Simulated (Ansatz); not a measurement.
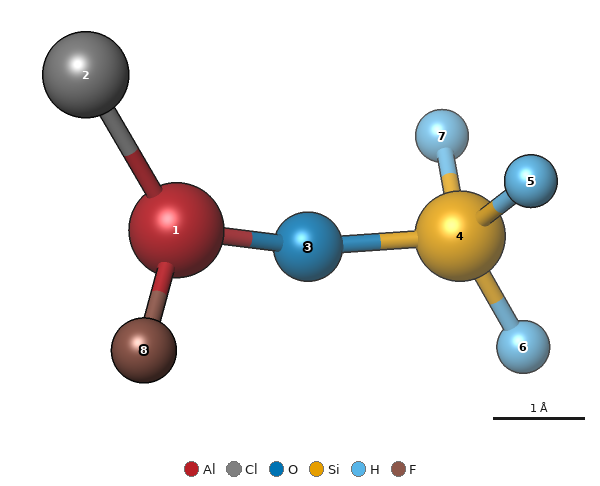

*The structure as given in the input (ball-and-stick view, seen at a tilt; atoms are numbered from 1 in the order of the input). Sticks mark near contacts.*

## Run report: AlSiH3ClOF, molecular dynamics (part 1 of 5)

System: AlSiH3ClOF.
Method: RKS PBE0-D4/6-31G (Ansatz 0.2.0).

It belongs to a series of runs on one base structure; here: dynamics from the last frame of an earlier run. Figures and captions count atoms from 1; the log counts them from 0 in places.

**What the program printed**
```
Engine: ansatz 0.2.0, x86_64-unknown-linux-gnu
Functional definition: PBE0
  parameter a = 0.25
  parameter kappa = 0.804
  parameter beta = 0.06672455060314922
  exchange = (1 - a)*pbe_x(kappa = kappa, mu = beta*pi^2/3) + a*exact_x
  correlation = pbe_c(beta = beta)
730 factors; integrals over basis functions are off by at most 1.7e-4 eV
mean field evaluation 1: about -31788.0491 eV, gradient 6.3e1 eV
mean field evaluation 2: about -31766.4987 eV, gradient 1.2e2 eV
mean field evaluation 4: about -31795.0721 eV, gradient 7.6e0 eV
mean field evaluation 8: about -31795.2254 eV, gradient 2.8e-1 eV
mean field evaluation 16: about -31795.2256 eV, gradient 5.1e-5 eV
mean field -31795.22564924 eV, -1168.4529910315 hartree, gradient 5.1e-5 eV, S^2 0.000000; 0 other end points of the search recorded, 0 dependent functions left out
the calculation of the forces begins
reference -31795.22568662 eV, -1168.4529924053 hartree; 32, 32 occupied and 31, 31 virtual orbitals, 730 factors
md step     0: t =     0.00 fs  T =  1000.0 K  F+E_penalty+E_count = -31795.37963668 eV  E_kin = 0.775560 eV  conserved = -31794.60407669 eV  (27 SCF iters)
these checks for a lower state are left out or cut short: starts, cluster_reference, orbital_swaps, neighbouring_geometries, increment
730 factors; integrals over basis functions are off by at most 1.7e-4 eV
mean field -31795.20976686 eV, -1168.4524073647 hartree, gradient 1.3e-5 eV, S^2 0.000000; 0 other end points of the search recorded, 0 dependent functions left out
the calculation of the forces begins
reference -31795.20980424 eV, -1168.4524087384 hartree; 32, 32 occupied and 31, 31 virtual orbitals, 730 factors
md step     1: t =     0.25 fs  T =   979.6 K  F+E_penalty+E_count = -31795.36376715 eV  E_kin = 0.759706 eV  conserved = -31794.60406141 eV  (24 SCF iters)
[... from here on the SCF iterations and repeated set-up lines of each step are left out, up to the last step ...]
md step     2: t =     0.50 fs  T =   958.3 K  F+E_penalty+E_count = -31795.34727962 eV  E_kin = 0.743233 eV  conserved = -31794.60404641 eV  (24 SCF iters)
md step     3: t =     0.75 fs  T =   936.6 K  F+E_penalty+E_count = -31795.33040812 eV  E_kin = 0.726376 eV  conserved = -31794.60403199 eV  (23 SCF iters)
md step     4: t =     1.00 fs  T =   914.6 K  F+E_penalty+E_count = -31795.31337749 eV  E_kin = 0.709359 eV  conserved = -31794.60401862 eV  (23 SCF iters)
md step     5: t =     1.25 fs  T =   892.8 K  F+E_penalty+E_count = -31795.29639969 eV  E_kin = 0.692394 eV  conserved = -31794.60400615 eV  (23 SCF iters)
md step     6: t =     1.50 fs  T =   871.2 K  F+E_penalty+E_count = -31795.27967235 eV  E_kin = 0.675678 eV  conserved = -31794.60399469 eV  (23 SCF iters)
md step     7: t =     1.75 fs  T =   850.2 K  F+E_penalty+E_count = -31795.26337692 eV  E_kin = 0.659393 eV  conserved = -31794.60398442 eV  (24 SCF iters)
md step     8: t =     2.00 fs  T =   830.0 K  F+E_penalty+E_count = -31795.24767705 eV  E_kin = 0.643702 eV  conserved = -31794.60397534 eV  (24 SCF iters)
md step     9: t =     2.25 fs  T =   810.7 K  F+E_penalty+E_count = -31795.23271774 eV  E_kin = 0.628750 eV  conserved = -31794.60396753 eV  (24 SCF iters)
md step    10: t =     2.50 fs  T =   792.5 K  F+E_penalty+E_count = -31795.21862411 eV  E_kin = 0.614663 eV  conserved = -31794.60396109 eV  (24 SCF iters)
md step    11: t =     2.75 fs  T =   775.6 K  F+E_penalty+E_count = -31795.20550005 eV  E_kin = 0.601544 eV  conserved = -31794.60395592 eV  (24 SCF iters)
md step    12: t =     3.00 fs  T =   760.1 K  F+E_penalty+E_count = -31795.19342718 eV  E_kin = 0.589475 eV  conserved = -31794.60395194 eV  (24 SCF iters)
md step    13: t =     3.25 fs  T =   745.9 K  F+E_penalty+E_count = -31795.18246403 eV  E_kin = 0.578514 eV  conserved = -31794.60394973 eV  (24 SCF iters)
md step    14: t =     3.50 fs  T =   733.3 K  F+E_penalty+E_count = -31795.17264341 eV  E_kin = 0.568694 eV  conserved = -31794.60394927 eV  (24 SCF iters)
md step    15: t =     3.75 fs  T =   722.1 K  F+E_penalty+E_count = -31795.16397154 eV  E_kin = 0.560021 eV  conserved = -31794.60395055 eV  (24 SCF iters)
md step    16: t =     4.00 fs  T =   712.4 K  F+E_penalty+E_count = -31795.15642701 eV  E_kin = 0.552473 eV  conserved = -31794.60395367 eV  (23 SCF iters)
md step    17: t =     4.25 fs  T =   704.0 K  F+E_penalty+E_count = -31795.14995961 eV  E_kin = 0.546001 eV  conserved = -31794.60395861 eV  (24 SCF iters)
md step    18: t =     4.50 fs  T =   696.9 K  F+E_penalty+E_count = -31795.14449023 eV  E_kin = 0.540525 eV  conserved = -31794.60396541 eV  (24 SCF iters)
md step    19: t =     4.75 fs  T =   691.0 K  F+E_penalty+E_count = -31795.13991132 eV  E_kin = 0.535937 eV  conserved = -31794.60397417 eV  (23 SCF iters)
md step    20: t =     5.00 fs  T =   686.1 K  F+E_penalty+E_count = -31795.13608796 eV  E_kin = 0.532103 eV  conserved = -31794.60398456 eV  (24 SCF iters)
md step    21: t =     5.25 fs  T =   681.9 K  F+E_penalty+E_count = -31795.13286079 eV  E_kin = 0.528865 eV  conserved = -31794.60399612 eV  (24 SCF iters)
md step    22: t =     5.50 fs  T =   678.3 K  F+E_penalty+E_count = -31795.13005068 eV  E_kin = 0.526042 eV  conserved = -31794.60400870 eV  (27 SCF iters)
md step    23: t =     5.75 fs  T =   674.9 K  F+E_penalty+E_count = -31795.12746382 eV  E_kin = 0.523442 eV  conserved = -31794.60402186 eV  (24 SCF iters)
md step    24: t =     6.00 fs  T =   671.6 K  F+E_penalty+E_count = -31795.12489964 eV  E_kin = 0.520864 eV  conserved = -31794.60403530 eV  (25 SCF iters)
md step    25: t =     6.25 fs  T =   668.0 K  F+E_penalty+E_count = -31795.12215862 eV  E_kin = 0.518111 eV  conserved = -31794.60404789 eV  (25 SCF iters)
md step    26: t =     6.50 fs  T =   664.0 K  F+E_penalty+E_count = -31795.11905422 eV  E_kin = 0.514995 eV  conserved = -31794.60405897 eV  (25 SCF iters)
md step    27: t =     6.75 fs  T =   659.3 K  F+E_penalty+E_count = -31795.11542394 eV  E_kin = 0.511356 eV  conserved = -31794.60406785 eV  (25 SCF iters)
md step    28: t =     7.00 fs  T =   653.8 K  F+E_penalty+E_count = -31795.11114171 eV  E_kin = 0.507068 eV  conserved = -31794.60407369 eV  (25 SCF iters)
md step    29: t =     7.25 fs  T =   647.3 K  F+E_penalty+E_count = -31795.10613040 eV  E_kin = 0.502055 eV  conserved = -31794.60407573 eV  (25 SCF iters)
md step    30: t =     7.50 fs  T =   639.9 K  F+E_penalty+E_count = -31795.10037353 eV  E_kin = 0.496300 eV  conserved = -31794.60407330 eV  (25 SCF iters)
md step    31: t =     7.75 fs  T =   631.6 K  F+E_penalty+E_count = -31795.09392511 eV  E_kin = 0.489859 eV  conserved = -31794.60406593 eV  (26 SCF iters)
md step    32: t =     8.00 fs  T =   622.6 K  F+E_penalty+E_count = -31795.08691645 eV  E_kin = 0.482863 eV  conserved = -31794.60405339 eV  (25 SCF iters)
md step    33: t =     8.25 fs  T =   613.1 K  F+E_penalty+E_count = -31795.07955913 eV  E_kin = 0.475523 eV  conserved = -31794.60403610 eV  (25 SCF iters)
md step    34: t =     8.50 fs  T =   603.6 K  F+E_penalty+E_count = -31795.07214141 eV  E_kin = 0.468127 eV  conserved = -31794.60401404 eV  (25 SCF iters)
md step    35: t =     8.75 fs  T =   594.5 K  F+E_penalty+E_count = -31795.06502141 eV  E_kin = 0.461033 eV  conserved = -31794.60398857 eV  (25 SCF iters)
md step    36: t =     9.00 fs  T =   586.2 K  F+E_penalty+E_count = -31795.05861042 eV  E_kin = 0.454650 eV  conserved = -31794.60396062 eV  (24 SCF iters)
md step    37: t =     9.25 fs  T =   579.5 K  F+E_penalty+E_count = -31795.05335346 eV  E_kin = 0.449421 eV  conserved = -31794.60393207 eV  (23 SCF iters)
md step    38: t =     9.50 fs  T =   574.8 K  F+E_penalty+E_count = -31795.04970257 eV  E_kin = 0.445798 eV  conserved = -31794.60390480 eV  (24 SCF iters)
md step    39: t =     9.75 fs  T =   572.8 K  F+E_penalty+E_count = -31795.04808778 eV  E_kin = 0.444207 eV  conserved = -31794.60388075 eV  (24 SCF iters)
md step    40: t =    10.00 fs  T =   573.8 K  F+E_penalty+E_count = -31795.04888703 eV  E_kin = 0.445025 eV  conserved = -31794.60386173 eV  (24 SCF iters)
md step    41: t =    10.25 fs  T =   578.4 K  F+E_penalty+E_count = -31795.05239804 eV  E_kin = 0.448549 eV  conserved = -31794.60384929 eV  (24 SCF iters)
md step    42: t =    10.50 fs  T =   586.6 K  F+E_penalty+E_count = -31795.05881481 eV  E_kin = 0.454970 eV  conserved = -31794.60384454 eV  (24 SCF iters)
md step    43: t =    10.75 fs  T =   598.7 K  F+E_penalty+E_count = -31795.06821087 eV  E_kin = 0.464363 eV  conserved = -31794.60384767 eV  (24 SCF iters)
md step    44: t =    11.00 fs  T =   614.6 K  F+E_penalty+E_count = -31795.08053298 eV  E_kin = 0.476674 eV  conserved = -31794.60385899 eV  (27 SCF iters)
md step    45: t =    11.25 fs  T =   634.0 K  F+E_penalty+E_count = -31795.09560193 eV  E_kin = 0.491724 eV  conserved = -31794.60387754 eV  (23 SCF iters)
md step    46: t =    11.50 fs  T =   656.6 K  F+E_penalty+E_count = -31795.11312492 eV  E_kin = 0.509223 eV  conserved = -31794.60390209 eV  (24 SCF iters)
md step    47: t =    11.75 fs  T =   681.8 K  F+E_penalty+E_count = -31795.13271473 eV  E_kin = 0.528784 eV  conserved = -31794.60393098 eV  (23 SCF iters)
md step    48: t =    12.00 fs  T =   709.1 K  F+E_penalty+E_count = -31795.15391487 eV  E_kin = 0.549952 eV  conserved = -31794.60396242 eV  (24 SCF iters)
md step    49: t =    12.25 fs  T =   737.8 K  F+E_penalty+E_count = -31795.17622779 eV  E_kin = 0.572233 eV  conserved = -31794.60399464 eV  (24 SCF iters)
md step    50: t =    12.50 fs  T =   767.3 K  F+E_penalty+E_count = -31795.19914301 eV  E_kin = 0.595117 eV  conserved = -31794.60402563 eV  (24 SCF iters)
md step    51: t =    12.75 fs  T =   797.0 K  F+E_penalty+E_count = -31795.22216474 eV  E_kin = 0.618110 eV  conserved = -31794.60405433 eV  (23 SCF iters)
md step    52: t =    13.00 fs  T =   826.2 K  F+E_penalty+E_count = -31795.24483352 eV  E_kin = 0.640754 eV  conserved = -31794.60407970 eV  (23 SCF iters)
md step    53: t =    13.25 fs  T =   854.4 K  F+E_penalty+E_count = -31795.26674373 eV  E_kin = 0.662643 eV  conserved = -31794.60410057 eV  (24 SCF iters)
md step    54: t =    13.50 fs  T =   881.2 K  F+E_penalty+E_count = -31795.28755688 eV  E_kin = 0.683440 eV  conserved = -31794.60411681 eV  (23 SCF iters)
md step    55: t =    13.75 fs  T =   906.3 K  F+E_penalty+E_count = -31795.30700722 eV  E_kin = 0.702879 eV  conserved = -31794.60412826 eV  (24 SCF iters)
md step    56: t =    14.00 fs  T =   929.4 K  F+E_penalty+E_count = -31795.32490404 eV  E_kin = 0.720769 eV  conserved = -31794.60413516 eV  (23 SCF iters)
md step    57: t =    14.25 fs  T =   950.3 K  F+E_penalty+E_count = -31795.34112911 eV  E_kin = 0.736991 eV  conserved = -31794.60413788 eV  (23 SCF iters)
md step    58: t =    14.50 fs  T =   969.0 K  F+E_penalty+E_count = -31795.35563129 eV  E_kin = 0.751494 eV  conserved = -31794.60413686 eV  (24 SCF iters)
md step    59: t =    14.75 fs  T =   985.5 K  F+E_penalty+E_count = -31795.36841927 eV  E_kin = 0.764286 eV  conserved = -31794.60413288 eV  (24 SCF iters)
md step    60: t =    15.00 fs  T =   999.8 K  F+E_penalty+E_count = -31795.37955204 eV  E_kin = 0.775426 eV  conserved = -31794.60412636 eV  (24 SCF iters)
md step    61: t =    15.25 fs  T =  1012.2 K  F+E_penalty+E_count = -31795.38913014 eV  E_kin = 0.785012 eV  conserved = -31794.60411792 eV  (24 SCF iters)
md step    62: t =    15.50 fs  T =  1022.7 K  F+E_penalty+E_count = -31795.39728593 eV  E_kin = 0.793178 eV  conserved = -31794.60410791 eV  (24 SCF iters)
md step    63: t =    15.75 fs  T =  1031.6 K  F+E_penalty+E_count = -31795.40417555 eV  E_kin = 0.800078 eV  conserved = -31794.60409732 eV  (24 SCF iters)
md step    64: t =    16.00 fs  T =  1039.1 K  F+E_penalty+E_count = -31795.40996939 eV  E_kin = 0.805883 eV  conserved = -31794.60408629 eV  (24 SCF iters)
md step    65: t =    16.25 fs  T =  1045.4 K  F+E_penalty+E_count = -31795.41484569 eV  E_kin = 0.810771 eV  conserved = -31794.60407505 eV  (24 SCF iters)
md step    66: t =    16.50 fs  T =  1050.8 K  F+E_penalty+E_count = -31795.41898434 eV  E_kin = 0.814920 eV  conserved = -31794.60406417 eV  (24 SCF iters)
md step    67: t =    16.75 fs  T =  1055.4 K  F+E_penalty+E_count = -31795.42256080 eV  E_kin = 0.818507 eV  conserved = -31794.60405412 eV  (27 SCF iters)
md step    68: t =    17.00 fs  T =  1059.5 K  F+E_penalty+E_count = -31795.42574099 eV  E_kin = 0.821696 eV  conserved = -31794.60404495 eV  (24 SCF iters)
md step    69: t =    17.25 fs  T =  1063.3 K  F+E_penalty+E_count = -31795.42867760 eV  E_kin = 0.824641 eV  conserved = -31794.60403677 eV  (24 SCF iters)
md step    70: t =    17.50 fs  T =  1066.9 K  F+E_penalty+E_count = -31795.43150657 eV  E_kin = 0.827477 eV  conserved = -31794.60402979 eV  (24 SCF iters)
md step    71: t =    17.75 fs  T =  1070.6 K  F+E_penalty+E_count = -31795.43434396 eV  E_kin = 0.830320 eV  conserved = -31794.60402428 eV  (24 SCF iters)
md step    72: t =    18.00 fs  T =  1074.4 K  F+E_penalty+E_count = -31795.43728294 eV  E_kin = 0.833263 eV  conserved = -31794.60402026 eV  (24 SCF iters)
md step    73: t =    18.25 fs  T =  1078.4 K  F+E_penalty+E_count = -31795.44039211 eV  E_kin = 0.836374 eV  conserved = -31794.60401807 eV  (22 SCF iters)
md step    74: t =    18.50 fs  T =  1082.7 K  F+E_penalty+E_count = -31795.44371255 eV  E_kin = 0.839695 eV  conserved = -31794.60401750 eV  (23 SCF iters)
md step    75: t =    18.75 fs  T =  1087.3 K  F+E_penalty+E_count = -31795.44725704 eV  E_kin = 0.843238 eV  conserved = -31794.60401868 eV  (23 SCF iters)
md step    76: t =    19.00 fs  T =  1092.1 K  F+E_penalty+E_count = -31795.45100839 eV  E_kin = 0.846987 eV  conserved = -31794.60402184 eV  (23 SCF iters)
md step    77: t =    19.25 fs  T =  1097.1 K  F+E_penalty+E_count = -31795.45491796 eV  E_kin = 0.850891 eV  conserved = -31794.60402669 eV  (23 SCF iters)
md step    78: t =    19.50 fs  T =  1102.3 K  F+E_penalty+E_count = -31795.45890644 eV  E_kin = 0.854873 eV  conserved = -31794.60403378 eV  (23 SCF iters)
md step    79: t =    19.75 fs  T =  1107.4 K  F+E_penalty+E_count = -31795.46286228 eV  E_kin = 0.858820 eV  conserved = -31794.60404273 eV  (23 SCF iters)
md step    80: t =    20.00 fs  T =  1112.2 K  F+E_penalty+E_count = -31795.46664403 eV  E_kin = 0.862590 eV  conserved = -31794.60405371 eV  (23 SCF iters)
md step    81: t =    20.25 fs  T =  1116.6 K  F+E_penalty+E_count = -31795.47008110 eV  E_kin = 0.866015 eV  conserved = -31794.60406638 eV  (24 SCF iters)
md step    82: t =    20.50 fs  T =  1120.3 K  F+E_penalty+E_count = -31795.47297701 eV  E_kin = 0.868897 eV  conserved = -31794.60408028 eV  (23 SCF iters)
md step    83: t =    20.75 fs  T =  1123.1 K  F+E_penalty+E_count = -31795.47511399 eV  E_kin = 0.871019 eV  conserved = -31794.60409525 eV  (24 SCF iters)
md step    84: t =    21.00 fs  T =  1124.5 K  F+E_penalty+E_count = -31795.47625794 eV  E_kin = 0.872147 eV  conserved = -31794.60411088 eV  (24 SCF iters)
md step    85: t =    21.25 fs  T =  1124.4 K  F+E_penalty+E_count = -31795.47616640 eV  E_kin = 0.872039 eV  conserved = -31794.60412727 eV  (23 SCF iters)
md step    86: t =    21.50 fs  T =  1122.4 K  F+E_penalty+E_count = -31795.47459455 eV  E_kin = 0.870452 eV  conserved = -31794.60414248 eV  (24 SCF iters)
md step    87: t =    21.75 fs  T =  1118.1 K  F+E_penalty+E_count = -31795.47130936 eV  E_kin = 0.867153 eV  conserved = -31794.60415647 eV  (23 SCF iters)
md step    88: t =    22.00 fs  T =  1111.4 K  F+E_penalty+E_count = -31795.46609863 eV  E_kin = 0.861930 eV  conserved = -31794.60416845 eV  (23 SCF iters)
md step    89: t =    22.25 fs  T =  1101.9 K  F+E_penalty+E_count = -31795.45878426 eV  E_kin = 0.854607 eV  conserved = -31794.60417744 eV  (24 SCF iters)
md step    90: t =    22.50 fs  T =  1089.6 K  F+E_penalty+E_count = -31795.44923584 eV  E_kin = 0.845053 eV  conserved = -31794.60418264 eV  (24 SCF iters)
md step    91: t =    22.75 fs  T =  1074.3 K  F+E_penalty+E_count = -31795.43738374 eV  E_kin = 0.833200 eV  conserved = -31794.60418326 eV  (26 SCF iters)
md step    92: t =    23.00 fs  T =  1056.1 K  F+E_penalty+E_count = -31795.42323129 eV  E_kin = 0.819053 eV  conserved = -31794.60417863 eV  (24 SCF iters)
md step    93: t =    23.25 fs  T =  1035.0 K  F+E_penalty+E_count = -31795.40686501 eV  E_kin = 0.802697 eV  conserved = -31794.60416825 eV  (24 SCF iters)
md step    94: t =    23.50 fs  T =  1011.3 K  F+E_penalty+E_count = -31795.38846140 eV  E_kin = 0.784309 eV  conserved = -31794.60415196 eV  (23 SCF iters)
md step    95: t =    23.75 fs  T =   985.3 K  F+E_penalty+E_count = -31795.36828912 eV  E_kin = 0.764159 eV  conserved = -31794.60412994 eV  (23 SCF iters)
md step    96: t =    24.00 fs  T =   957.5 K  F+E_penalty+E_count = -31795.34670585 eV  E_kin = 0.742603 eV  conserved = -31794.60410304 eV  (24 SCF iters)
md step    97: t =    24.25 fs  T =   928.5 K  F+E_penalty+E_count = -31795.32414731 eV  E_kin = 0.720075 eV  conserved = -31794.60407182 eV  (24 SCF iters)
md step    98: t =    24.50 fs  T =   898.8 K  F+E_penalty+E_count = -31795.30111202 eV  E_kin = 0.697074 eV  conserved = -31794.60403797 eV  (24 SCF iters)
md step    99: t =    24.75 fs  T =   869.2 K  F+E_penalty+E_count = -31795.27813741 eV  E_kin = 0.674134 eV  conserved = -31794.60400327 eV  (23 SCF iters)
md step   100: t =    25.00 fs  T =   840.4 K  F+E_penalty+E_count = -31795.25577206 eV  E_kin = 0.651802 eV  conserved = -31794.60396976 eV  (24 SCF iters)
md step   101: t =    25.25 fs  T =   813.1 K  F+E_penalty+E_count = -31795.23454462 eV  E_kin = 0.630605 eV  conserved = -31794.60393943 eV  (24 SCF iters)
md step   102: t =    25.50 fs  T =   787.8 K  F+E_penalty+E_count = -31795.21493251 eV  E_kin = 0.611018 eV  conserved = -31794.60391415 eV  (24 SCF iters)
md step   103: t =    25.75 fs  T =   765.2 K  F+E_penalty+E_count = -31795.19733335 eV  E_kin = 0.593438 eV  conserved = -31794.60389537 eV  (23 SCF iters)
md step   104: t =    26.00 fs  T =   745.5 K  F+E_penalty+E_count = -31795.18204212 eV  E_kin = 0.578158 eV  conserved = -31794.60388405 eV  (23 SCF iters)
md step   105: t =    26.25 fs  T =   729.0 K  F+E_penalty+E_count = -31795.16923639 eV  E_kin = 0.565356 eV  conserved = -31794.60388046 eV  (23 SCF iters)
md step   106: t =    26.50 fs  T =   715.7 K  F+E_penalty+E_count = -31795.15897159 eV  E_kin = 0.555087 eV  conserved = -31794.60388434 eV  (23 SCF iters)
md step   107: t =    26.75 fs  T =   705.7 K  F+E_penalty+E_count = -31795.15118584 eV  E_kin = 0.547291 eV  conserved = -31794.60389472 eV  (23 SCF iters)
```
